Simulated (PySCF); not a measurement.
Dimethyl sulfide, SMILES CSC (C2H6S) at its PBE0/def2-SVP optimised geometry (Å):

```
9

C     -0.2182    -0.5470     0.0000
S     -0.8831     1.1292     0.0000
C     -0.2062     1.7275    -1.5606
H      0.8831    -0.5470     0.0000
H     -0.5667    -1.0315     0.9231
H     -0.5848    -1.1292    -0.8598
H      0.8950     1.7189    -1.5555
H     -0.5460     2.7658    -1.6819
H     -0.5734     1.1379    -2.4152
```

Method: PBE0/def2-TZVP (PySCF). Cells within 0.4 Å of a nucleus heavier than hydrogen are left out (blank, or x).

Map of the log10 of the electron density (e/bohr³), floored at −4 on the plane z = 0.0 Å:

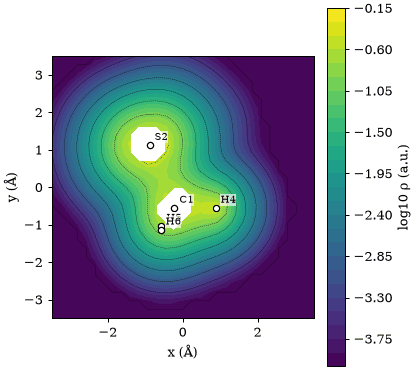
*Log10 of the electron density (e/bohr³), floored at −4 on the plane z = 0.0 Å.*
